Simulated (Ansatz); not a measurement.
# CH₂Al (quartet): B2PLYP, PBE-QIDH, RPA-PBE over a scan of the scale of all distances, 6-31G, part 1 of 2

How well do these functionals follow the top wave-function level for CH₂Al (quartet) over a scan of the scale of all distances?

The runs use Ansatz 0.2.0, Gaussian basis; 6-31G, all electrons in the functionals, frozen cores in the correlation of double hybrids and RPA.

Plan: B2PLYP, PBE-QIDH, RPA-PBE, at 0.864; 1.000; 1.109; 1.301; 1.492; 1.746; 1.994; 2.364.

14 further runs of the same task are left out: 12 that didn't finish, 2 set aside as unsound or not needed.

### 1 The system

The geometry derives from a PBE0/def2-TZVP stationary point (not a proven minimum). All distances are scaled together.

4 atoms, charge 0, spin multiplicity 4.

Atoms are counted from 1 here; the program's logs count them from 0.

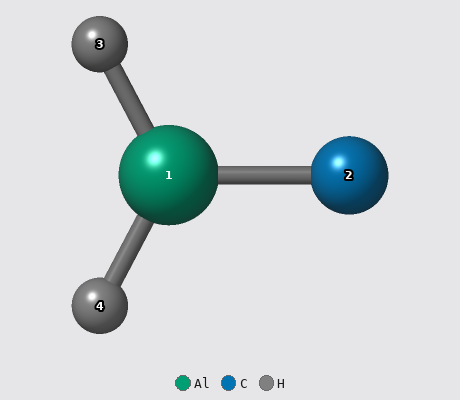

The geometry (aluminium teal, carbon blue, hydrogen grey); atoms are numbered from 1 in the order of the file.

No dispersion term is added.

The geometry shown and the zero of energy belong to the point 1.000. The yardstick, FCI, and other wave-function levels (R restricted, U unrestricted, valence and pair active spaces) come from earlier runs.

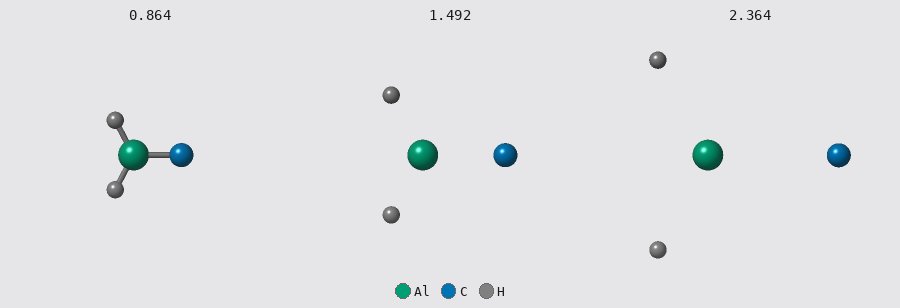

Three points of the scan; sticks are drawn by distance.

### 2 B2PLYP, 0.864

File in.yaml:

```yaml
crystal:
  periodic: [false, false, false]
  atoms:
    - {symbol: Al, position_ang: [0.000000, 0.000000, 0.455877]}
    - {symbol: C, position_ang: [0.000000, 0.000000, -1.207205]}
    - {symbol: H, position_ang: [0.000000, 1.208734, 1.090895]}
    - {symbol: H, position_ang: [0.000000, -1.208734, 1.090895]}
basis:
  gaussian: {orbitals: 6-31G}
magnetization: {spin_polarized: true, initial_magnetization: 3}
hamiltonian: {xc: {name: B2PLYP}}
correlation: {electrons: outside_noble_gas}
```

On the command line:

```bash
$ ansatz run in.yaml --threads 1 --pin off --events-out ev --progress --plain --max-ram 2393MiB
```

Log:

```text
Functional definition: B2PLYP
  name "B2PLYP"
  cite "Grimme, J. Chem. Phys. 124, 034108 (2006) doi:10.1063/1.2148954"
  cite "Becke, Phys. Rev. A 38, 3098 (1988) doi:10.1103/PhysRevA.38.3098"
  cite "Lee, Yang & Parr, Phys. Rev. B 37, 785 (1988) doi:10.1103/PhysRevB.37.785"
  parameter a = 0.53
  parameter c = 0.27
  exchange = (1 - a)*b88_x + a*exact_x
  correlation = (1 - c)*lyp_c + c*(mp2_os + mp2_ss)
329 factors; integrals over basis functions are off by at most 1.1e-4 eV
mean field evaluation 1: about -7651.0423 eV, gradient 7.9e0 eV
mean field evaluation 2: about -7651.0457 eV, gradient 7.9e0 eV
mean field evaluation 4: about -7651.6625 eV, gradient 1.0e0 eV
mean field evaluation 8: about -7651.6840 eV, gradient 9.7e-3 eV
mean field evaluation 16: about -7651.6840 eV, gradient 4.7e-6 eV
mean field -7651.68402518 eV, -281.1942014275 hartree, gradient 4.7e-6 eV, S^2 3.753716; 0 other end points of the search recorded, 0 dependent functions left out
6 core orbitals not correlated: weight in the atoms' cores, before any rotation towards them, 1.000 or more for the frozen orbitals, at most 0.000 for the correlated occupied ones
reference -7651.68416311 eV, -281.1942064965 hartree; 6, 3 occupied and 14, 17 virtual orbitals, 329 factors
second order -2.14424894 eV of doubles, -0.00000000 eV of singles
Total energy: -7652.26311032 eV, -281.2154824142 hartree
```

Run time: 2.7 s. Hardware: 1 thread of Intel Xeon at 2.50GHz, shared host.

From the report: ⟨S²⟩ of the determinant 3.754 (pure quartet: 3.75).

### 3 B2PLYP, 1.000

File in.yaml:

```yaml
crystal:
  periodic: [false, false, false]
  atoms:
    - {symbol: Al, position_ang: [0.000000, 0.000000, 0.527635]}
    - {symbol: C, position_ang: [0.000000, 0.000000, -1.397228]}
    - {symbol: H, position_ang: [0.000000, 1.398998, 1.262610]}
    - {symbol: H, position_ang: [0.000000, -1.398998, 1.262610]}
basis:
  gaussian: {orbitals: 6-31G}
magnetization: {spin_polarized: true, initial_magnetization: 3}
hamiltonian: {xc: {name: B2PLYP}}
correlation: {electrons: outside_noble_gas}
```

Launched as before.

Log, cut to the lines that bear on the results:

```text
Functional definition: B2PLYP
  name "B2PLYP"
  cite "Grimme, J. Chem. Phys. 124, 034108 (2006) doi:10.1063/1.2148954"
  cite "Becke, Phys. Rev. A 38, 3098 (1988) doi:10.1103/PhysRevA.38.3098"
  cite "Lee, Yang & Parr, Phys. Rev. B 37, 785 (1988) doi:10.1103/PhysRevB.37.785"
[...]
329 factors; integrals over basis functions are off by at most 1.5e-4 eV
[...]
mean field -7653.65859708 eV, -281.2667656066 hartree, gradient 8.5e-6 eV, S^2 3.753129; 0 other end points of the search recorded, 0 dependent functions left out
6 core orbitals not correlated: weight in the atoms' cores, before any rotation towards them, 1.000 or more for the frozen orbitals, at most 0.000 for the correlated occupied ones
reference -7653.65873755 eV, -281.2667707686 hartree; 6, 3 occupied and 14, 17 virtual orbitals, 329 factors
second order -2.30413370 eV of doubles, -0.00000000 eV of singles
Total energy: -7654.28085364 eV, -281.2896331135 hartree
```

Run time: 3.2 s. Hardware: 1 thread of Intel Xeon at 2.50GHz, shared host.

From the report: ⟨S²⟩ of the determinant 3.753 (pure quartet: 3.75).

### 4 B2PLYP, 1.109

File in.yaml:

```yaml
crystal:
  periodic: [false, false, false]
  atoms:
    - {symbol: Al, position_ang: [0.000000, 0.000000, 0.585148]}
    - {symbol: C, position_ang: [0.000000, 0.000000, -1.549526]}
    - {symbol: H, position_ang: [0.000000, 1.551489, 1.400234]}
    - {symbol: H, position_ang: [0.000000, -1.551489, 1.400234]}
basis:
  gaussian: {orbitals: 6-31G}
magnetization: {spin_polarized: true, initial_magnetization: 3}
hamiltonian: {xc: {name: B2PLYP}}
correlation: {electrons: outside_noble_gas}
```

Launched as before.

Log, cut to the lines that bear on the results:

```text
Functional definition: B2PLYP
  name "B2PLYP"
  cite "Grimme, J. Chem. Phys. 124, 034108 (2006) doi:10.1063/1.2148954"
  cite "Becke, Phys. Rev. A 38, 3098 (1988) doi:10.1103/PhysRevA.38.3098"
  cite "Lee, Yang & Parr, Phys. Rev. B 37, 785 (1988) doi:10.1103/PhysRevB.37.785"
[...]
329 factors; integrals over basis functions are off by at most 1.5e-4 eV
[...]
mean field -7653.20140011 eV, -281.2499639278 hartree, gradient 6.5e-6 eV, S^2 3.753101; 0 other end points of the search recorded, 0 dependent functions left out
6 core orbitals not correlated: weight in the atoms' cores, before any rotation towards them, 1.000 or more for the frozen orbitals, at most 0.000 for the correlated occupied ones
reference -7653.20154385 eV, -281.2499692102 hartree; 6, 3 occupied and 14, 17 virtual orbitals, 329 factors
second order -2.51221707 eV of doubles, -0.00000000 eV of singles
Total energy: -7653.87984246 eV, -281.2748962244 hartree
```

It took 2.5 s on 1 thread of Intel Xeon at 2.50GHz, shared host.

From the report: ⟨S²⟩ of the determinant 3.753 (pure quartet: 3.75).

From 1.000: +9.2 kcal/mol.

### 5 B2PLYP, 1.301

File in.yaml:

```yaml
crystal:
  periodic: [false, false, false]
  atoms:
    - {symbol: Al, position_ang: [0.000000, 0.000000, 0.686454]}
    - {symbol: C, position_ang: [0.000000, 0.000000, -1.817793]}
    - {symbol: H, position_ang: [0.000000, 1.820096, 1.642655]}
    - {symbol: H, position_ang: [0.000000, -1.820096, 1.642655]}
basis:
  gaussian: {orbitals: 6-31G}
magnetization: {spin_polarized: true, initial_magnetization: 3}
hamiltonian: {xc: {name: B2PLYP}}
correlation: {electrons: outside_noble_gas}
```

Launched as before.

Log, cut to the lines that bear on the results:

```text
Functional definition: B2PLYP
  name "B2PLYP"
  cite "Grimme, J. Chem. Phys. 124, 034108 (2006) doi:10.1063/1.2148954"
  cite "Becke, Phys. Rev. A 38, 3098 (1988) doi:10.1103/PhysRevA.38.3098"
  cite "Lee, Yang & Parr, Phys. Rev. B 37, 785 (1988) doi:10.1103/PhysRevB.37.785"
[...]
329 factors; integrals over basis functions are off by at most 1.2e-4 eV
[...]
mean field -7650.95259008 eV, -281.1673216833 hartree, gradient 9.7e-6 eV, S^2 3.768218; 2 other end points of the search recorded, 0 dependent functions left out
6 core orbitals not correlated: weight in the atoms' cores, before any rotation towards them, 1.000 or more for the frozen orbitals, at most 0.000 for the correlated occupied ones
reference -7650.95273937 eV, -281.1673271698 hartree; 6, 3 occupied and 14, 17 virtual orbitals, 329 factors
second order -2.86200555 eV of doubles, -0.00000000 eV of singles
Total energy: -7651.72548087 eV, -281.1957248961 hartree
```

Run time: 3.8 s. Hardware: 1 thread of Intel Xeon at 2.50GHz, shared host.

From the report: ⟨S²⟩ of the determinant 3.768 (pure quartet: 3.75).

From 1.000: +58.9 kcal/mol.

### 6 B2PLYP, 1.492

File in.yaml:

```yaml
crystal:
  periodic: [false, false, false]
  atoms:
    - {symbol: Al, position_ang: [0.000000, 0.000000, 0.787232]}
    - {symbol: C, position_ang: [0.000000, 0.000000, -2.084664]}
    - {symbol: H, position_ang: [0.000000, 2.087305, 1.883814]}
    - {symbol: H, position_ang: [0.000000, -2.087305, 1.883814]}
basis:
  gaussian: {orbitals: 6-31G}
magnetization: {spin_polarized: true, initial_magnetization: 3}
hamiltonian: {xc: {name: B2PLYP}}
correlation: {electrons: outside_noble_gas}
```

The command is unchanged.

Log, cut to the lines that bear on the results:

```text
Functional definition: B2PLYP
  name "B2PLYP"
  cite "Grimme, J. Chem. Phys. 124, 034108 (2006) doi:10.1063/1.2148954"
  cite "Becke, Phys. Rev. A 38, 3098 (1988) doi:10.1103/PhysRevA.38.3098"
  cite "Lee, Yang & Parr, Phys. Rev. B 37, 785 (1988) doi:10.1103/PhysRevB.37.785"
[...]
329 factors; integrals over basis functions are off by at most 1.6e-4 eV
[...]
mean field -7648.94616461 eV, -281.0935869074 hartree, gradient 6.2e-6 eV, S^2 3.881066; 6 other end points of the search recorded, 0 dependent functions left out
6 core orbitals not correlated: weight in the atoms' cores, before any rotation towards them, 1.000 or more for the frozen orbitals, at most 0.000 for the correlated occupied ones
reference -7648.94631762 eV, -281.0935925304 hartree; 6, 3 occupied and 14, 17 virtual orbitals, 329 factors
second order -2.57618364 eV of doubles, -0.00000000 eV of singles
Total energy: -7649.64188720 eV, -281.1191542411 hartree
```

It took 9.5 s on 1 thread of Intel Xeon at 2.50GHz, shared host.

From the report: ⟨S²⟩ of the determinant 3.881 (pure quartet: 3.75).

From 1.000: +107.0 kcal/mol.

### 7 B2PLYP, 1.746

File in.yaml:

```yaml
crystal:
  periodic: [false, false, false]
  atoms:
    - {symbol: Al, position_ang: [0.000000, 0.000000, 0.921251]}
    - {symbol: C, position_ang: [0.000000, 0.000000, -2.439560]}
    - {symbol: H, position_ang: [0.000000, 2.442651, 2.204517]}
    - {symbol: H, position_ang: [0.000000, -2.442650, 2.204517]}
basis:
  gaussian: {orbitals: 6-31G}
magnetization: {spin_polarized: true, initial_magnetization: 3}
hamiltonian: {xc: {name: B2PLYP}}
correlation: {electrons: outside_noble_gas}
```

The command is unchanged.

Log, cut to the lines that bear on the results:

```text
Functional definition: B2PLYP
  name "B2PLYP"
  cite "Grimme, J. Chem. Phys. 124, 034108 (2006) doi:10.1063/1.2148954"
  cite "Becke, Phys. Rev. A 38, 3098 (1988) doi:10.1103/PhysRevA.38.3098"
  cite "Lee, Yang & Parr, Phys. Rev. B 37, 785 (1988) doi:10.1103/PhysRevB.37.785"
[...]
329 factors; integrals over basis functions are off by at most 2.2e-4 eV
[...]
mean field -7647.66983248 eV, -281.0466825669 hartree, gradient 2.0e-9 eV, S^2 4.066901; 7 other end points of the search recorded, 0 dependent functions left out
6 core orbitals not correlated: weight in the atoms' cores, before any rotation towards them, 1.000 or more for the frozen orbitals, at most 0.000 for the correlated occupied ones
reference -7647.66999771 eV, -281.0466886391 hartree; 6, 3 occupied and 14, 17 virtual orbitals, 329 factors
second order -2.02186074 eV of doubles, -0.00000000 eV of singles
Total energy: -7648.21590011 eV, -281.0667501822 hartree
```

It took 15 s on 1 thread of Intel Xeon at 2.50GHz, shared host.

From the report: ⟨S²⟩ of the determinant 4.067 (pure quartet: 3.75).

From 1.000: +139.9 kcal/mol.

### 8 B2PLYP, 1.994

File in.yaml:

```yaml
crystal:
  periodic: [false, false, false]
  atoms:
    - {symbol: Al, position_ang: [0.000000, 0.000000, 1.052105]}
    - {symbol: C, position_ang: [0.000000, 0.000000, -2.786072]}
    - {symbol: H, position_ang: [0.000000, 2.789602, 2.517644]}
    - {symbol: H, position_ang: [0.000000, -2.789602, 2.517644]}
basis:
  gaussian: {orbitals: 6-31G}
magnetization: {spin_polarized: true, initial_magnetization: 3}
hamiltonian: {xc: {name: B2PLYP}}
correlation: {electrons: outside_noble_gas}
```

Launched as before.

Log, cut to the lines that bear on the results:

```text
Functional definition: B2PLYP
  name "B2PLYP"
  cite "Grimme, J. Chem. Phys. 124, 034108 (2006) doi:10.1063/1.2148954"
  cite "Becke, Phys. Rev. A 38, 3098 (1988) doi:10.1103/PhysRevA.38.3098"
  cite "Lee, Yang & Parr, Phys. Rev. B 37, 785 (1988) doi:10.1103/PhysRevB.37.785"
[...]
331 factors; integrals over basis functions are off by at most 1.9e-4 eV
[...]
mean field -7647.12714757 eV, -281.0267392643 hartree, gradient 1.4e-6 eV, S^2 4.283734; 12 other end points of the search recorded, 0 dependent functions left out
6 core orbitals not correlated: weight in the atoms' cores, before any rotation towards them, 1.000 or more for the frozen orbitals, at most 0.000 for the correlated occupied ones
reference -7647.12731601 eV, -281.0267454542 hartree; 6, 3 occupied and 14, 17 virtual orbitals, 331 factors
second order -1.79290360 eV of doubles, -0.00000000 eV of singles
Total energy: -7647.61139998 eV, -281.0445352121 hartree
```

Run time: 17 s. Hardware: 1 thread of Intel Xeon at 2.50GHz, shared host.

From the report: ⟨S²⟩ of the determinant 4.284 (pure quartet: 3.75). The determinant is far from a pure spin state, so its energy mixes those of several spin states (harmless only where they are near-degenerate, as at dissociation).

From 1.000: +153.8 kcal/mol.

### 9 B2PLYP, 2.364

File in.yaml:

```yaml
crystal:
  periodic: [false, false, false]
  atoms:
    - {symbol: Al, position_ang: [0.000000, 0.000000, 1.247330]}
    - {symbol: C, position_ang: [0.000000, 0.000000, -3.303046]}
    - {symbol: H, position_ang: [0.000000, 3.307231, 2.984809]}
    - {symbol: H, position_ang: [0.000000, -3.307231, 2.984810]}
basis:
  gaussian: {orbitals: 6-31G}
magnetization: {spin_polarized: true, initial_magnetization: 3}
hamiltonian: {xc: {name: B2PLYP}}
correlation: {electrons: outside_noble_gas}
```

The command is unchanged.

Log, cut to the lines that bear on the results:

```text
Functional definition: B2PLYP
  name "B2PLYP"
  cite "Grimme, J. Chem. Phys. 124, 034108 (2006) doi:10.1063/1.2148954"
  cite "Becke, Phys. Rev. A 38, 3098 (1988) doi:10.1103/PhysRevA.38.3098"
  cite "Lee, Yang & Parr, Phys. Rev. B 37, 785 (1988) doi:10.1103/PhysRevB.37.785"
[...]
331 factors; integrals over basis functions are off by at most 2.2e-4 eV
[...]
mean field -7646.67185861 eV, -281.0100077037 hartree, gradient 3.6e-9 eV, S^2 4.552218; 13 other end points of the search recorded, 0 dependent functions left out
6 core orbitals not correlated: weight in the atoms' cores, before any rotation towards them, 1.000 or more for the frozen orbitals, at most 0.000 for the correlated occupied ones
reference -7646.67204839 eV, -281.0100146779 hartree; 6, 3 occupied and 14, 17 virtual orbitals, 331 factors
second order -1.57490028 eV of doubles, -0.00000000 eV of singles
Total energy: -7647.09727147 eV, -281.0256413377 hartree
```

It took 38 s on 1 thread of Intel Xeon at 2.50GHz, shared host.

From the report: ⟨S²⟩ of the determinant 4.552 (pure quartet: 3.75). The determinant is far from a pure spin state, so its energy mixes those of several spin states (harmless only where they are near-degenerate, as at dissociation).

From 1.000: +165.7 kcal/mol.

### 10 PBE-QIDH, 0.864

File in.yaml:

```yaml
crystal:
  periodic: [false, false, false]
  atoms:
    - {symbol: Al, position_ang: [0.000000, 0.000000, 0.455877]}
    - {symbol: C, position_ang: [0.000000, 0.000000, -1.207205]}
    - {symbol: H, position_ang: [0.000000, 1.208734, 1.090895]}
    - {symbol: H, position_ang: [0.000000, -1.208734, 1.090895]}
basis:
  gaussian: {orbitals: 6-31G}
magnetization: {spin_polarized: true, initial_magnetization: 3}
hamiltonian: {xc: {name: PBE-QIDH}}
correlation: {electrons: outside_noble_gas}
```

Launched as before.

Log, cut to the lines that bear on the results:

```text
Functional definition: PBE-QIDH
  name "PBE-QIDH"
  cite "Brémond, Sancho-García, Pérez-Jiménez & Adamo, J. Chem. Phys. 141, 031101 (2014) doi:10.1063/1.4890314"
  cite "Perdew, Burke & Ernzerhof, Phys. Rev. Lett. 77, 3865 (1996) doi:10.1103/PhysRevLett.77.3865"
[...]
329 factors; integrals over basis functions are off by at most 1.1e-4 eV
[...]
mean field -7648.62932008 eV, -281.0819430857 hartree, gradient 2.9e-6 eV, S^2 3.753466; 0 other end points of the search recorded, 0 dependent functions left out
6 core orbitals not correlated: weight in the atoms' cores, before any rotation towards them, 1.000 or more for the frozen orbitals, at most 0.000 for the correlated occupied ones
reference -7648.62933288 eV, -281.0819435562 hartree; 6, 3 occupied and 14, 17 virtual orbitals, 329 factors
second order -1.91817026 eV of doubles, -0.00000000 eV of singles
Total energy: -7649.26872297 eV, -281.1054407085 hartree
```

It took 3 s on 1 thread of Intel Xeon at 2.50GHz, shared host.

From the report: ⟨S²⟩ of the determinant 3.753 (pure quartet: 3.75).

### 11 PBE-QIDH, 1.000

File in.yaml:

```yaml
crystal:
  periodic: [false, false, false]
  atoms:
    - {symbol: Al, position_ang: [0.000000, 0.000000, 0.527635]}
    - {symbol: C, position_ang: [0.000000, 0.000000, -1.397228]}
    - {symbol: H, position_ang: [0.000000, 1.398998, 1.262610]}
    - {symbol: H, position_ang: [0.000000, -1.398998, 1.262610]}
basis:
  gaussian: {orbitals: 6-31G}
magnetization: {spin_polarized: true, initial_magnetization: 3}
hamiltonian: {xc: {name: PBE-QIDH}}
correlation: {electrons: outside_noble_gas}
```

Same command.

Log, cut to the lines that bear on the results:

```text
Functional definition: PBE-QIDH
  name "PBE-QIDH"
  cite "Brémond, Sancho-García, Pérez-Jiménez & Adamo, J. Chem. Phys. 141, 031101 (2014) doi:10.1063/1.4890314"
  cite "Perdew, Burke & Ernzerhof, Phys. Rev. Lett. 77, 3865 (1996) doi:10.1103/PhysRevLett.77.3865"
[...]
329 factors; integrals over basis functions are off by at most 1.5e-4 eV
[...]
mean field -7650.60943765 eV, -281.1547110643 hartree, gradient 4.2e-6 eV, S^2 3.752784; 0 other end points of the search recorded, 0 dependent functions left out
6 core orbitals not correlated: weight in the atoms' cores, before any rotation towards them, 1.000 or more for the frozen orbitals, at most 0.000 for the correlated occupied ones
reference -7650.60945063 eV, -281.1547115414 hartree; 6, 3 occupied and 14, 17 virtual orbitals, 329 factors
second order -2.04135533 eV of doubles, -0.00000000 eV of singles
Total energy: -7651.28990241 eV, -281.1797176830 hartree
```

Wall time 3.5 s (1 thread of Intel Xeon at 2.50GHz, shared host).

From the report: ⟨S²⟩ of the determinant 3.753 (pure quartet: 3.75).

### 12 PBE-QIDH, 1.109

File in.yaml:

```yaml
crystal:
  periodic: [false, false, false]
  atoms:
    - {symbol: Al, position_ang: [0.000000, 0.000000, 0.585148]}
    - {symbol: C, position_ang: [0.000000, 0.000000, -1.549526]}
    - {symbol: H, position_ang: [0.000000, 1.551489, 1.400234]}
    - {symbol: H, position_ang: [0.000000, -1.551489, 1.400234]}
basis:
  gaussian: {orbitals: 6-31G}
magnetization: {spin_polarized: true, initial_magnetization: 3}
hamiltonian: {xc: {name: PBE-QIDH}}
correlation: {electrons: outside_noble_gas}
```

Launched as before.

Log, cut to the lines that bear on the results:

```text
Functional definition: PBE-QIDH
  name "PBE-QIDH"
  cite "Brémond, Sancho-García, Pérez-Jiménez & Adamo, J. Chem. Phys. 141, 031101 (2014) doi:10.1063/1.4890314"
  cite "Perdew, Burke & Ernzerhof, Phys. Rev. Lett. 77, 3865 (1996) doi:10.1103/PhysRevLett.77.3865"
[...]
329 factors; integrals over basis functions are off by at most 1.5e-4 eV
[...]
mean field -7650.10983706 eV, -281.1363510811 hartree, gradient 9.7e-6 eV, S^2 3.752595; 0 other end points of the search recorded, 0 dependent functions left out
6 core orbitals not correlated: weight in the atoms' cores, before any rotation towards them, 1.000 or more for the frozen orbitals, at most 0.000 for the correlated occupied ones
reference -7650.10984996 eV, -281.1363515555 hartree; 6, 3 occupied and 14, 17 virtual orbitals, 329 factors
second order -2.20292399 eV of doubles, -0.00000000 eV of singles
Total energy: -7650.84415796 eV, -281.1633368767 hartree
```

Wall time 3.5 s (1 thread of Intel Xeon at 2.50GHz, shared host).

From the report: ⟨S²⟩ of the determinant 3.753 (pure quartet: 3.75).

From 1.000: +10.3 kcal/mol.

### 13 PBE-QIDH, 1.301

File in.yaml:

```yaml
crystal:
  periodic: [false, false, false]
  atoms:
    - {symbol: Al, position_ang: [0.000000, 0.000000, 0.686454]}
    - {symbol: C, position_ang: [0.000000, 0.000000, -1.817793]}
    - {symbol: H, position_ang: [0.000000, 1.820096, 1.642655]}
    - {symbol: H, position_ang: [0.000000, -1.820096, 1.642655]}
basis:
  gaussian: {orbitals: 6-31G}
magnetization: {spin_polarized: true, initial_magnetization: 3}
hamiltonian: {xc: {name: PBE-QIDH}}
correlation: {electrons: outside_noble_gas}
```

Launched as before.

Log, cut to the lines that bear on the results:

```text
Functional definition: PBE-QIDH
  name "PBE-QIDH"
  cite "Brémond, Sancho-García, Pérez-Jiménez & Adamo, J. Chem. Phys. 141, 031101 (2014) doi:10.1063/1.4890314"
  cite "Perdew, Burke & Ernzerhof, Phys. Rev. Lett. 77, 3865 (1996) doi:10.1103/PhysRevLett.77.3865"
[...]
329 factors; integrals over basis functions are off by at most 1.2e-4 eV
[...]
mean field -7647.70440188 eV, -281.0479529689 hartree, gradient 3.4e-6 eV, S^2 3.769638; 2 other end points of the search recorded, 0 dependent functions left out
6 core orbitals not correlated: weight in the atoms' cores, before any rotation towards them, 1.000 or more for the frozen orbitals, at most 0.000 for the correlated occupied ones
reference -7647.70441437 eV, -281.0479534277 hartree; 6, 3 occupied and 14, 17 virtual orbitals, 329 factors
second order -2.47740922 eV of doubles, -0.00000000 eV of singles
Total energy: -7648.53021744 eV, -281.0783011309 hartree
```

Run time: 3.4 s. Hardware: 1 thread of Intel Xeon at 2.50GHz, shared host.

From the report: ⟨S²⟩ of the determinant 3.770 (pure quartet: 3.75).

From 1.000: +63.6 kcal/mol.

(Continued in part 2 of 2.)
